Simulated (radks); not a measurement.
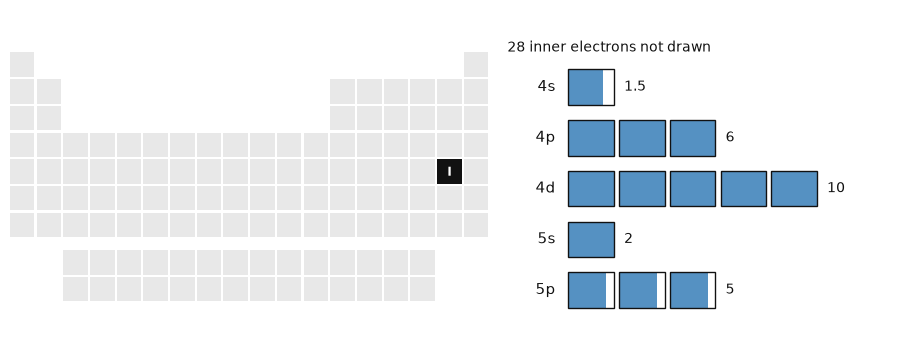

Figure 1. Left, the place of iodine in the periodic table; right, the outer shells as the input fills them: a box for each of the 2l + 1 orbitals, shaded by the share of the shell that is filled, with the electron count at the right.

**Atomic calculation for I (charge +0.5)**

- system: I with charge +0.5 in the configuration [Ar] 3d10 4s1.5 4p6 4d10 5s2 5p5.
- method: scalar-relativistic Kohn-Sham, PBE, spin-unpolarised, spherical densities, point nucleus (the in-house radial solver radks)

Log:
```
1s      1   2.0000       -1212.61187748
2s      1   2.0000        -187.69389960
2p      1   6.0000        -168.50048725
3s      1   2.0000         -38.19924775
3p      1   6.0000         -31.97990580
3d      1  10.0000         -22.66872653
4s      1   1.5000          -6.97911950
4p      1   6.0000          -5.02121491
4d      1  10.0000          -2.15999594
5s      1   2.0000          -0.83633421
5p      1   5.0000          -0.43151094
Etot -7112.995397393904
Ekin 7466.2639337709425
Encl -17194.259307361965
Eh 2795.5312440078706
Exc -180.53126781075207
err 4.159291912385755e-09
it 13
```

Orbitals:

```
orbital  occupation  energy (eV)  ⟨r⟩ (bohr)  outer maximum (bohr)
     1s           2     −32996.9     0.02722                0.0175
     2s           2      −5107.4      0.1172                0.0991
     2p           6      −4585.1      0.1025                0.0795
     3s           2      −1039.5      0.3140                 0.286
     3p           6     −870.218      0.3121                 0.279
     3d          10     −616.847      0.2885                 0.232
     4s         1.5     −189.912      0.7373                 0.679
     4p           6     −136.634      0.7878                 0.713
     4d          10      −58.776      0.9089                 0.773
     5s           2      −22.758       1.908                  1.67
     5p           5      −11.742       2.332                  1.96
```

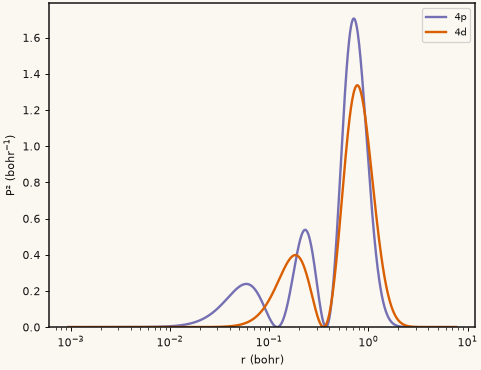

Figure 2. The radial probability densities P² of 4d and 4p. 4p: outer maximum at 0.713 bohr, ⟨r⟩ = 0.788 bohr, 2 nodes, eigenvalue −136.6 eV; 4d: outer maximum at 0.773 bohr, ⟨r⟩ = 0.909 bohr, 1 node, eigenvalue −58.8 eV.

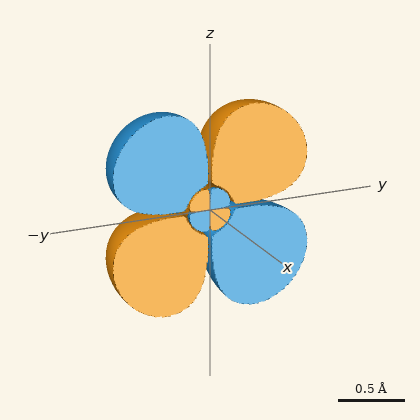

Figure 3. The 4d(yz) orbital. The surface of constant |ψ| that holds about 95 % of the electron is drawn, orange where ψ is positive and blue where it is negative, with the half in front of the yz plane cut away and the cut face painted. The radial function comes from the spherical calculation and is multiplied by a real spherical harmonic; the overall sign is chosen so that the largest lobe of P(r) is positive; at the scalar-relativistic level it is the large component. It has the nodal planes xy and xz and 1 radial node, at r = 0.353 bohr. The outermost maximum of P² lies at 0.773 bohr, ⟨r⟩ = 0.909 bohr, 90 % of the charge lies within 1.38 bohr, and the eigenvalue is −58.8 eV, with 10 electrons in the shell.

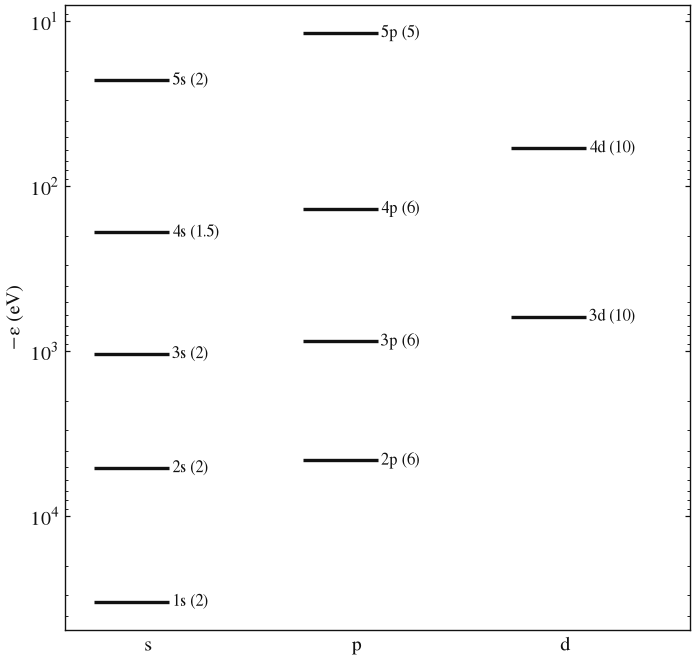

Figure 4. All occupied levels, on a logarithmic scale of binding energy, are drawn by angular momentum (occupations in brackets). The highest occupied level is 5p at −11.7 eV. The highest 5 occupied levels, from the top down, are 5p (−11.7 eV), 5s (−22.8 eV), 4d (−58.8 eV), 4p (−136.6 eV), 4s (−189.9 eV). The open 4s shell lies under a filled one.

The input:
```
Z 53
configuration [Ar] 3d10 4s1.5 4p6 4d10 5s2 5p5
relativity scalar-relativistic
functional pbe,pbe
spin unpolarised
nucleus point
c 137.035999084
```

Energies in input and log are in hartree, lengths in bohr.

Results in brief:

- outcome: converged
- total energy: −7112.9954 hartree
- kinetic energy: 7466.2639 hartree
- electron–nucleus energy: −17194.2593 hartree
- Hartree energy: 2795.5312 hartree
- exchange–correlation energy: −180.531268 hartree
- radius at density 0.001 e/bohr³: 4.32 bohr
- SCF iterations: 13
- hardware: 1 CPU thread, shared host
